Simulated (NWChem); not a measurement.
# B2PH7 (SMILES B[PH2+][BH3-]): BOP/6-311G(d,p)

What is the vertical electron affinity of B2PH7 at BOP/6-311G**? 

The results are computed with NWChem 7.3.0.

2 further runs of the same task are left out: 2 that didn't finish.

## (1) The system as given

The species is B2PH7 (10 atoms), meant as a singlet with charge 0. SMILES: `B[PH2+][BH3-]`. The coordinates come from a GFN2-xTB relaxation.

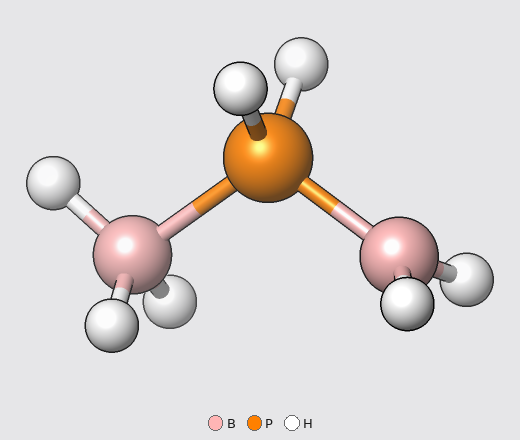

Viewed from a chosen angle; boron pink, phosphorus orange, hydrogen white.

## (2) The energy at BOP/6-311G(d,p)

b2h7p.sdf reads:

```

     RDKit          3D

 10  9  0  0  0  0  0  0  0  0999 V2000
   -1.3376    0.3224   -1.0011 B   0  0  0  0  0  0  0  0  0  0  0  0
    0.1532    0.7151   -0.0053 P   0  0  0  0  0  0  0  0  0  0  0  0
    0.8825   -0.9161    0.7705 B   0  0  0  0  0  0  0  0  0  0  0  0
   -2.3807    0.2675   -0.4778 H   0  0  0  0  0  0  0  0  0  0  0  0
   -1.2154    0.0050   -2.1178 H   0  0  0  0  0  0  0  0  0  0  0  0
   -0.1394    1.6915    0.9298 H   0  0  0  0  0  0  0  0  0  0  0  0
    1.0622    1.4294   -0.7654 H   0  0  0  0  0  0  0  0  0  0  0  0
    1.8326   -0.5542    1.3871 H   0  0  0  0  0  0  0  0  0  0  0  0
    0.0006   -1.3516    1.4439 H   0  0  0  0  0  0  0  0  0  0  0  0
    1.1420   -1.6090   -0.1638 H   0  0  0  0  0  0  0  0  0  0  0  0
  2  1  1  0
  3  2  1  0
  4  1  1  0
  5  1  1  0
  6  2  1  0
  7  2  1  0
  8  3  1  0
  9  3  1  0
 10  3  1  0
M  CHG  2   2   1   3  -1
M  END
$$$$
```

run.py reads:

```python
from ase.io import read
from ase.calculators.nwchem import NWChem

atoms = read('b2h7p.sdf')

calc = NWChem(
    label='b2h7p',
    theory='dft',
    memory='2200 mb',
    basis='6-311G**',
    basispar='spherical',
    dft={'xc': 'bop', 'mult': '1', 'grid': 'fine', 'direct': None},
    task='energy',
)
atoms.calc = calc

e = atoms.get_potential_energy()
print(f"E = {e:.6f} eV")
print("dipole (e A):", atoms.get_dipole_moment().round(4))
```

Launch:

```console
$ export ASE_NWCHEM_COMMAND="nwchem PREFIX.nwi > PREFIX.nwo"
$ python run.py
```

What it wrote:

```text
E = -10752.868032 eV
dipole (e A): [-0.3129  0.697  -0.3328]
```

The calculator wrote b2h7p.nwi:

```
title "b2h7p"

permanent_dir b2h7p

scratch_dir b2h7p

start b2h7p

geometry units angstrom nocenter noautosym noautoz
  B  -1.3375999999999999e+00 3.2240000000000002e-01 -1.0011000000000001e+00
  P  1.5320000000000000e-01 7.1509999999999996e-01 -5.3000000000000000e-03
  B  8.8249999999999995e-01 -9.1610000000000003e-01 7.7049999999999996e-01
  H  -2.3807000000000000e+00 2.6750000000000002e-01 -4.7780000000000000e-01
  H  -1.2154000000000000e+00 5.0000000000000001e-03 -2.1177999999999999e+00
  H  -1.3940000000000000e-01 1.6915000000000000e+00 9.2979999999999996e-01
  H  1.0622000000000000e+00 1.4294000000000000e+00 -7.6539999999999997e-01
  H  1.8326000000000000e+00 -5.5420000000000003e-01 1.3871000000000000e+00
  H  5.9999999999999995e-04 -1.3515999999999999e+00 1.4439000000000000e+00
  H  1.1419999999999999e+00 -1.6090000000000000e+00 -1.6380000000000000e-01
end

memory 2200 mb

basis spherical noprint
   * library 6-311G**
end

dft
  xc bop
  mult 1
  grid fine
  direct
end

task dft energy
```

b2h7p.nwo:

```text
Northwest Computational Chemistry Package (NWChem) 7.3.0
             --------------------------------------------------------

           Job information
           ---------------

    nwchem branch   = 7.3.0
    use scalapack   = T
    input           = b2h7p.nwi
    prefix          = b2h7p.
    data base       = b2h7p/b2h7p.db
    status          = startup
    nproc           =        1

           Memory information
           ------------------

    heap     =     72089596 doubles =      550.0 Mbytes
    stack    =     72089601 doubles =      550.0 Mbytes
    global   =    144179200 doubles =     1100.0 Mbytes (distinct from heap & stack)
    total    =    288358397 doubles =     2200.0 Mbytes
    verify   = yes
    hardfail = no

           Directory information
           ---------------------

  0 permanent = b2h7p
  0 scratch   = b2h7p

[... 115 lines left out ...]
          Convergence on energy requested:  1.00D-06
[... 1 line left out ...]
          Convergence on gradient requested:  5.00D-04
[... 21 lines left out ...]
          Convergence Information
[... 2 lines left out ...]
          total energy or number of iterations.
[... 27 lines left out ...]
 1-e energy   =    -729.063827
[... 15 lines left out ...]
   convergence    iter        energy       DeltaE   RMS-Dens  Diis-err    time
[... 12 lines left out ...]
      One electron energy =     -731.818001151591
[... 1 line left out ...]
    Exchange-Corr. energy =      -33.974345772323
[... 6 lines left out ...]
                       DFT Final Molecular Orbital Analysis
[... 740 lines left out ...]
 center of mass
 --------------
 x =   0.00123067 y =   0.48750501 z =  -0.07757720

 moments of inertia (a.u.)
 ------------------
         213.369552079543          44.626521597255         -97.737973549674
          44.626521597255         249.273159601301          46.205166027841
         -97.737973549674          46.205166027841         264.460159225514

     Multipole analysis of the density
     ---------------------------------

     L   x y z        total         alpha         beta         nuclear
     -   - - -        -----         -----         ----         -------
     0   0 0 0     -0.000000    -16.000000    -16.000000     32.000000

     1   1 0 0     -0.591315     -0.602171     -0.602171      0.613027
[... 8 lines of this table left out ...]
     2   0 0 2    -23.384465    -44.151846    -44.151846     64.919227

 Task  times  cpu:       14.1s     wall:       14.1s
 Total times  cpu:       14.1s     wall:       14.1s
```

Wall time 15 s (1 thread of Intel Xeon Platinum 8488C (Sapphire Rapids), shared host); peak memory 0.12 GiB.

## (3) The doublet anion

nw.nw reads:

```
start nw
title "B2H7P"
memory total 2200 mb
charge -1

geometry units angstrom noautosym nocenter
  zmatrix
    B
    P 1 r2
    B 2 r3 1 a3
    H 1 r4 2 a4 3 d4
    H 1 r5 4 a5 2 d5
    H 2 r6 1 a6 5 d6
    H 2 r7 6 a7 1 d7
    H 3 r8 2 a8 6 d8
    H 3 r9 8 a9 2 d9
    H 3 r10 8 a10 9 d10
  variables
    r2 1.83526
    r3 1.947911
    a3 109.94324
    r4 1.168384
    a4 119.49074
    d4 86.39693
    r5 1.167283
    a5 120.60297
    d5 172.54132
    r6 1.383265
    a6 110.24241
    d6 147.72009
    r7 1.383548
    a7 98.38884
    d7 115.29088
    r8 1.189102
    a8 104.52815
    d8 -55.91388
    r9 1.192066
    a9 114.16811
    d9 -113.81714
    r10 1.191819
    a10 114.17267
    d10 -132.20583
  end
end

basis spherical
  * library 6-311G**
end

dft
  xc bop
  mult 2
  grid fine
  direct
  iterations 150
end

task dft
```

Launch:

```console
$ nwchem nw.nw > nw.out
```

What it wrote:

```text
[...]
          Wavefunction type:  spin polarized.
          No. of atoms     :    10
          No. of electrons :    33
[...]
          Charge           :    -1
          Spin multiplicity:     2
[...]
          AO basis - number of functions:   104
[...]
              XC Information
              --------------
                          BOP Method XC Functional
                    Becke 1988 Exchange Functional  1.000
                  OP_Becke88 Correlation Potential  1.000
[...]
 d= 0,ls=0.0,diis     1   -394.9686124653 -4.91D+02  1.36D-02  1.07D+00     3.1
[...]
 d= 0,ls=0.0,diis     9   -395.1855078556 -8.44D-07  4.20D-06  3.85D-08    22.8
[...]
         Total DFT energy =     -395.185507855622
      One electron energy =     -738.593221888624
           Coulomb energy =      281.863324314033
    Exchange-Corr. energy =      -34.204489962904
 Nuclear repulsion energy =       95.748879681873
[...]
      <S2> =      0.7523 (Exact =     0.7500)
[...]
```

Run time: 24 s. Hardware: 1 thread of Intel Xeon Platinum 8488C (Sapphire Rapids), shared host; peak memory 0.12 GiB.

## (4) Summary of results

At BOP/6-311G**:

```
                                         quantity          value
                      singlet B2PH7: total energy  -395.16061 Eh
                     singlet B2PH7: dipole moment         4.00 D
                       singlet B2PH7: HOMO energy       -7.07 eV
                       singlet B2PH7: LUMO energy       -3.52 eV
                     singlet B2PH7: HOMO–LUMO gap        3.55 eV
                      doublet anion: total energy  -395.18551 Eh
doublet anion: HOMO energy (highest over α and β)        2.26 eV
 doublet anion: LUMO energy (lowest over α and β)        3.49 eV
                              doublet anion: ⟨S²⟩          0.752
vertical electron affinity (to the doublet anion)       0.677 eV
```

**Reading.** At fixed nuclei the extra electron is bound by 0.68 eV (15.6 kcal/mol). The basis has no diffuse functions, so the error can be as large as this value. The HOMO (doublet anion) lies at positive energy, 2.26 eV, as semi-local functionals often give for anions; only total energies tell whether the electron is bound.
